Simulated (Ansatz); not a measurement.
**C$_{7}$H$_{12}$O$_{2}$ (SMILES CC(C)(C)C(=O)CC=O): density, localisation and related maps**

Input

```
crystal:
  periodic: [false, false, false]
  atoms:
    - {symbol: C, position_ang: [0.739338, 0.697279, -1.163107]}
    - {symbol: C, position_ang: [-0.469406, -0.052190, -0.594468]}
    - {symbol: C, position_ang: [-0.395143, -1.532730, -0.979094]}
    - {symbol: C, position_ang: [-1.759311, 0.555724, -1.124269]}
    - {symbol: C, position_ang: [-0.439298, 0.066098, 0.923326]}
    - {symbol: O, position_ang: [-1.330033, 0.570930, 1.559300]}
    - {symbol: C, position_ang: [0.796883, -0.432935, 1.658871]}
    - {symbol: C, position_ang: [1.519230, 0.743494, 2.268319]}
    - {symbol: O, position_ang: [2.684159, 0.969075, 2.101534]}
    - {symbol: H, position_ang: [0.733462, 0.618139, -2.252942]}
    - {symbol: H, position_ang: [0.703702, 1.758427, -0.904682]}
    - {symbol: H, position_ang: [1.688711, 0.293574, -0.805721]}
    - {symbol: H, position_ang: [-1.233643, -2.093507, -0.558814]}
    - {symbol: H, position_ang: [0.532998, -2.002718, -0.648275]}
    - {symbol: H, position_ang: [-0.441823, -1.625652, -2.066837]}
    - {symbol: H, position_ang: [-2.633225, 0.042679, -0.719961]}
    - {symbol: H, position_ang: [-1.841018, 1.608276, -0.849450]}
    - {symbol: H, position_ang: [-1.783892, 0.478044, -2.213806]}
    - {symbol: H, position_ang: [0.432257, -1.053132, 2.484343]}
    - {symbol: H, position_ang: [1.491898, -1.002699, 1.046446]}
    - {symbol: H, position_ang: [0.879555, 1.404525, 2.886485]}
basis:
  gaussian: {orbitals: def2-TZVPP}
hamiltonian: {xc: pbe0, dispersion: d4}
output: {orbitals: {seedname: orbitals}}
```

Run with:

```sh
ansatz run in.yaml --threads 4 --pin off --events-out ev --progress --plain --max-ram 66560MiB --backend cuda --devices 0, --max-vram 37GiB
```

Geometry: PBE0-D4/def2-TZVP.

These are results of Ansatz 0.2.0, RKS PBE0-D4/def2-TZVPP, not measurements.

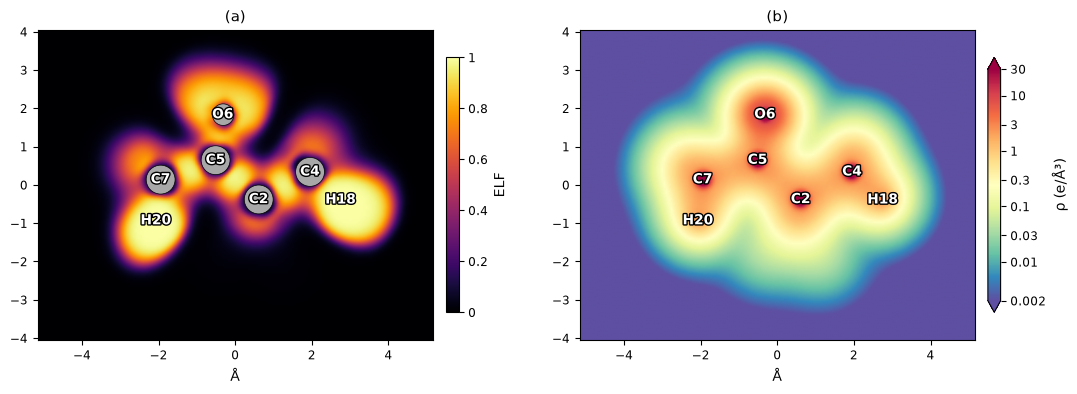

Figure 1. (a) electron localisation function; (b) electron density on the plane of atoms C2, C5 and O6. Grey discs cover the atomic cores in the ELF map.

> What do the fields say about this system?

Atoms in the plane: C, O and H.
C–O (1.21 Å): ρ at the midpoint is about 3.4 e/Å³; the ELF peaks at about 0.85 between the atoms: a short, multiple covalent bond.
C–C (1.52 Å): ρ is about 1.7 e/Å³ halfway; the ELF peaks at about 0.95 between the atoms; a shared electron pair.
C–H (1.09 Å): the density is about 2 e/Å³ at the midpoint; the ELF climbs to about 1 towards the hydrogen, as it does in any bond to H (a covalent bond by its length).
The ELF also peaks beside O6, away from the bonds: lone-pair regions.

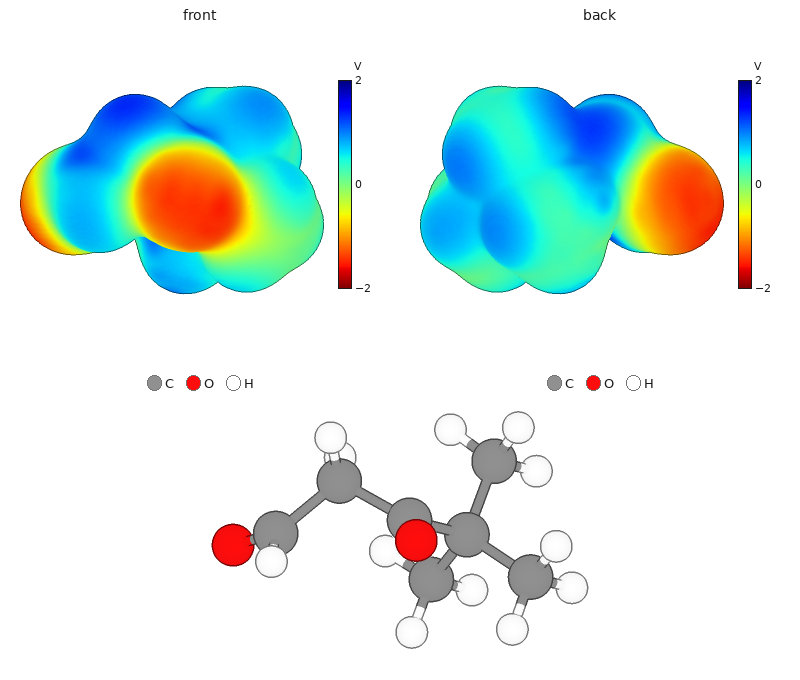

Figure 2. The molecular electrostatic potential painted on the density surface at 0.002 e/bohr³, seen from the front and from behind; red is negative and blue positive. The bare structure is drawn below in the same view.

> Describe the electrostatic potential map.

The most negative region (about −1.5 V) lies over O6 and O9, the most positive (about +1.3 V) over C5, C8, H19 and H20.

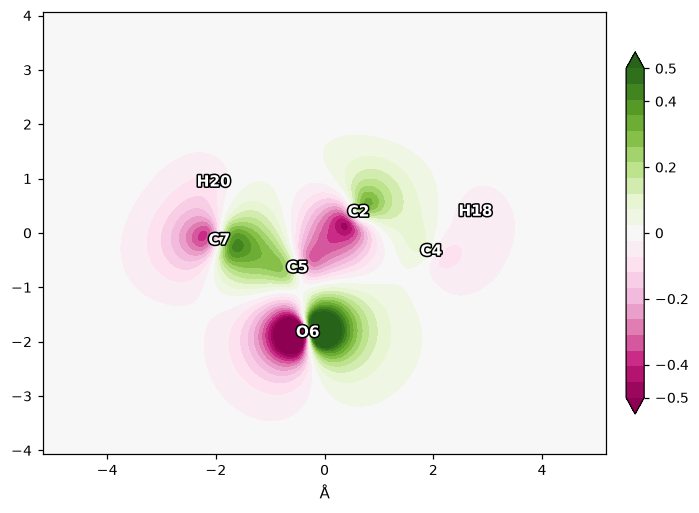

Figure 3. One frontier orbital on the plane of atoms C2, C5 and C7 (values in Å⁻³ᐟ²; the overall sign is arbitrary).

> Which orbital is it: HOMO or LUMO?

The HOMO, at −7.31 eV. Its weight (Hirshfeld) is mainly on O6 (about 35 %), O9 (about 20 %), C7 (about 10 %), C5 (about 10 %) and C2 (about 5 %).
